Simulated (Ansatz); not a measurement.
# Predicting a hybrid from its neighbours: GeSiH6O

GeSiH6O has 9 atoms, charge 0, and is taken as a singlet. SMILES: `[SiH3][O][GeH3]`. The coordinates come from a PBE0-D4/def2-TZVP relaxation.

The vertical energy of the triplet above the singlet y, in eV, basis def2-SVP; a is the functional's share of exact exchange. Programs: Ansatz 0.2.0.

| functional | program | a | y (eV) |
| --- | --- | --- | --- |
| revPBE | Ansatz | 0 | 6.09 |
| BLYP | Ansatz | 0 | 6.12 |
| B3LYP | Ansatz | 0.2 | ? |
| PBE0 | Ansatz | 0.25 | 6.56 |
| r2SCAN0 | Ansatz | 0.25 | 6.69 |
| BHLYP | Ansatz | 0.5 | 7.03 |

Q: Fit y = c + s·a to the known rows and predict B3LYP.

A: 
1. Means of the 5 rows: a = 0.2000, y = 6.498.
2. Σ(Δa)² = 0.175, Σ(Δa·Δy) = 0.3295, so the slope is 0.3295/0.175 = 1.8829.
3. Intercept: 6.498 − (1.8829) × 0.2000 = 6.121. The largest residual of the fit is 0.098.
4. B3LYP: 6.121 + (1.8829) × 0.2 = 6.50 eV.

The run gave 6.56 eV, so the prediction is off by -0.06 eV, within the scatter of the fit. The rows mix families of semi-local functionals, which the line can't see.

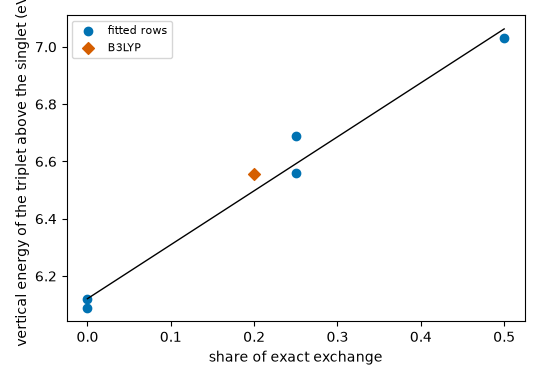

The fitted line, with the withheld row.
